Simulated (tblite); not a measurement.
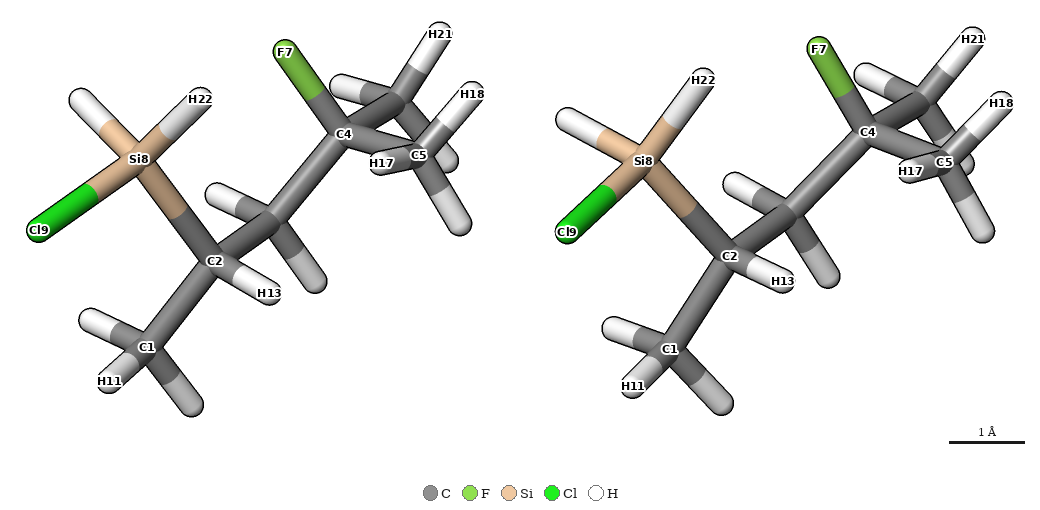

Two geometries of C$_{6}$H$_{14}$ClFSi, drawn at one scale. One is the start of a relaxation, the other its converged end. The picture is a stick view, seen from a free direction.

Computed with GFN2-xTB geometry optimisation, gas phase (tblite 0.8.0). 

**Which one is relaxed?**

The left one is the relaxed one. After 82 geometry steps the energy has fallen by 0.130 eV. The atom that moves furthest after the best rigid fit is an H atom (0.51 Å). Largest moves by element: H 0.51 Å, Cl 0.31 Å, Si 0.20 Å, F 0.20 Å, C 0.12 Å. Among the contacts that change: C–F 1.367 → 1.405 Å, H–Si 1.489 → 1.458 Å, C–C 1.551 → 1.529 Å, Cl–Si 2.049 → 2.031 Å. Among the angles between lasting bonds that change: Si–C–H 106.0° → 109.1°, H–C–H 106.3° → 108.5°. Cost: 0.85 s on 1 thread of Arm Neoverse V1, with other jobs on the host.
